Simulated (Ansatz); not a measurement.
System: FGaHNO (SMILES O=[N][GaH][F]) (triplet).

```yaml
atoms:
  - { symbol: F, position_ang: [2.0364, 2.4910, -0.5616] }
  - { symbol: Ga, position_ang: [1.2251, 1.8577, -1.9672] }
  - { symbol: N, position_ang: [-0.5590, 2.4373, -1.9723] }
  - { symbol: O, position_ang: [-1.4637, 2.2433, -2.7385] }
  - { symbol: H, position_ang: [1.9206, 0.9600, -3.0157] }
```

Geometry: PBE0-D3(BJ)/def2-SVP.

Level of theory: Ansatz 0.2.0, isolated molecule in a Gaussian basis; Kohn-Sham density functional theory, functional PBE0.

### Predict the electron density, electron localisation function and spin density between the atoms.

N–O (1.20 Å): ρ at the midpoint is about 3.6 e/Å³; the ELF peaks at about 0.85 between the atoms, as expected for localised, covalent bonding.
Ga–F (1.74 Å): ρ is about 0.92 e/Å³ halfway; the ELF peaks at about 0.80 in the valence shell of F, 0.5 Å from its nucleus, and is about 0.20 at the midpoint.
Ga–N (1.88 Å): ρ is about 0.79 e/Å³ halfway; the ELF peaks at about 0.90 in the valence shell of N, 0.7 Å from its nucleus, and is about 0.30 at the midpoint.
Ga–H (1.55 Å): ρ at the midpoint is about 1.1 e/Å³; the ELF climbs to about 1 towards the hydrogen.
The unpaired spin (2 electrons) lies mostly on N3 (about 0.9), O4 (about 0.8) and Ga2 (about 0.2), in electrons by Hirshfeld's partition.

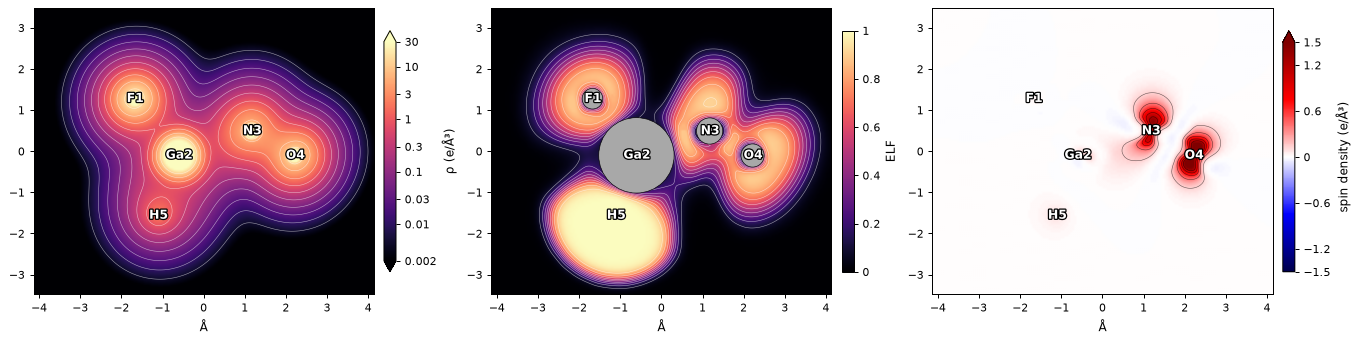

Computed electron density, electron localisation function and spin density on the molecular plane, in this order. Grey discs cover the atomic cores in the ELF map. 
